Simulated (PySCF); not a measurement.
C$_{5}$H$_{10}$F$_{2}$SSi

Input file:

```
{"job": {"kind": "nmr", "xc": "PBE0", "basis": "pcSseg-1"}, "charge": 0, "multiplicity": 1}
C     -1.912469     0.074921     1.223290
C     -1.582586    -0.045197    -0.058373
C     -2.613678    -0.000913    -1.148119
Si     0.195593    -0.252895    -0.646164
S      0.770308     1.369802    -1.947357
C      1.446910    -0.230662     0.840571
C      2.904258    -0.403189     0.469111
F      1.295743     0.946761     1.541728
F      1.094968    -1.202734     1.744645
H     -2.938239     0.208581     1.531138
H     -1.185581     0.041956     2.015589
H     -2.629587    -0.947359    -1.686241
H     -2.368880     0.778436    -1.867833
H     -3.604414     0.189770    -0.742757
H      0.463948    -1.461455    -1.417939
H      0.890690     2.281883    -0.992833
H      3.525054    -0.358141     1.362081
H      3.037272    -1.367231    -0.012886
H      3.200887     0.386917    -0.215113
```

Run with:

```sh
OMP_NUM_THREADS=1 python probes_run.py task.json out
```

Geometry: GFN2-xTB.

These are results of PySCF 2.14.0, PBE0/pcSseg-1, SCF density, gas phase, non-relativistic, not measurements.

Q: What will maps of the electron density and electron localisation function show?

A: C–C (1.33 Å): ρ at the midpoint is about 2.3 e/Å³; the ELF peaks at about 0.90 between the atoms: a multiple bond.
C–Si (1.88 Å): the density is about 0.95 e/Å³ at the midpoint; the ELF peaks at about 0.95 between the atoms: a shared electron pair.
C–H (1.08 Å): ρ at the midpoint is about 2.1 e/Å³; the ELF climbs to about 1 towards the hydrogen, as it does in any bond to H (an ordinary covalent bond to hydrogen).
C–C (1.50 Å): ρ is about 1.7 e/Å³ halfway; the ELF peaks at about 0.95 between the atoms; a covalent bond.

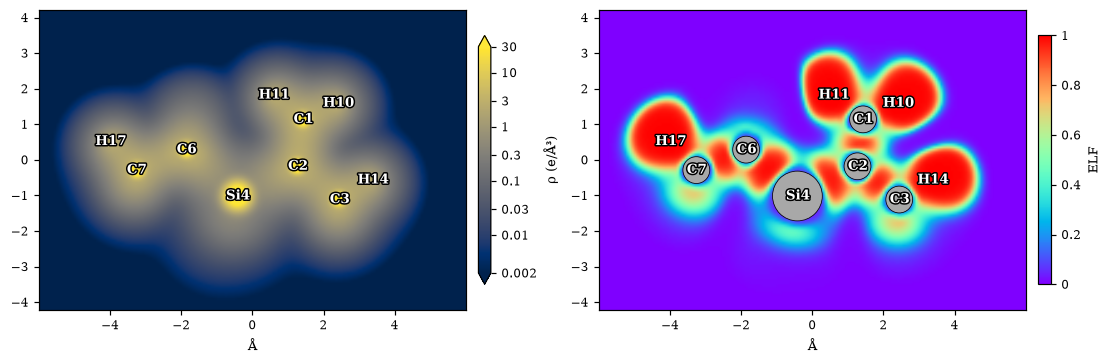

Computed electron density and electron localisation function on the plane of atoms C2, Si4 and C6, in this order. Grey discs cover the atomic cores in the ELF map. 
